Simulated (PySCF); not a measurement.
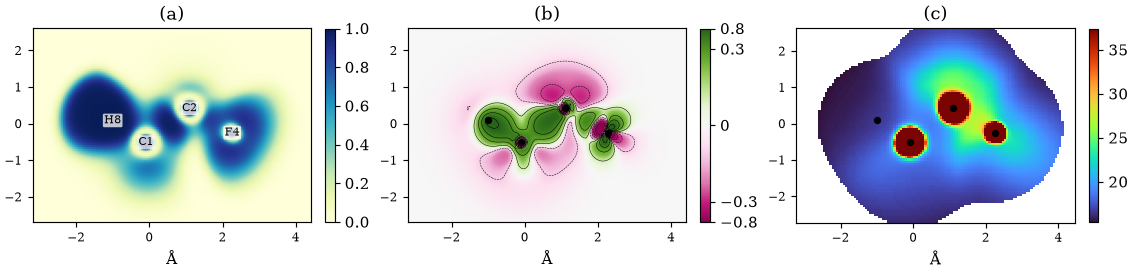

Figure 1: C2H3F3, SMILES `CC(F)(F)F`. Three fields in the plane of C1, C2, F4 and H8. (b): green positive, pink negative.

Computed with PySCF, ωB97X/def2-TZVP, geometry: GFN2-xTB. No frequency check shows the geometry to be a minimum.

Input script:

```python
import numpy as np
from pyscf import gto, scf, dft
from pyscf.scf import atom_ks, atom_hf
from scipy.linalg import block_diag

def solve(mol, dm0=None, hcore=None):
    mf = (dft.UKS if mol.spin else dft.RKS)(mol, xc='wb97x')
    mf.grids.level = 3
    mf = mf.density_fit(auxbasis='def2-universal-jkfit')
    mf.conv_tol, mf.max_cycle = 1e-8, 80
    if hcore is not None:
        mf.get_hcore = lambda *args: hcore
    mf.kernel(dm0)
    if not mf.converged:
        mf = mf.newton().run(mf.mo_coeff, mf.mo_occ, max_cycle=30)
    assert mf.converged, 'SCF not converged'
    return mf

mol = gto.M(atom='''
C     -1.48722     0.00303     0.00110
C      0.02033     0.00000     0.00013
F      0.53198     0.59772    -1.08715
F      0.53369     0.64090     1.06164
F      0.52617    -1.24267     0.02462
H     -1.83841     1.03316    -0.01783
H     -1.84322    -0.49186     0.89871
H     -1.84347    -0.52310    -0.88027
''', basis='def2-tzvp', charge=0, spin=0, verbose=4)
mf = solve(mol)
mf.analyze()
# spherically averaged free atoms, for the promolecule
atm = atom_ks.get_atm_nrks(mol, xc='wb97x')
pro = block_diag(*[(atm[a[0]][2] * atm[a[0]][3]) @ atm[a[0]][2].T for a in mol._atom])
np.savez('result.npz', e=mf.e_tot, c=mf.mo_coeff, occ=mf.mo_occ, eps=mf.mo_energy, pro=pro, dip=mf.dip_moment(verbose=0), s2=mf.spin_square()[0])
```

Command:

```sh
OMP_NUM_THREADS=1 python input.py
```

The run took 9.2 s on 1 thread of Intel(R) Xeon(R) 6975P-C (Granite Rapids) (shared host), peak memory 0.65 GiB.

Partitions, critical points and surface values were worked out afterwards from this run's density.

The panels show, in some order, the electron localisation function (ELF), deformation density and average local ionisation energy. Which is which?

(a) is the electron localisation function (ELF): it runs from 0 to 1 and is close to 1 over wide basins that fill the valence regions. (b) is the deformation density: it has both signs, with gains where valence electrons gather and losses around them. (c) is the average local ionisation energy: it is high near the heavier nuclei and lowest where loosely bound electrons reach out.
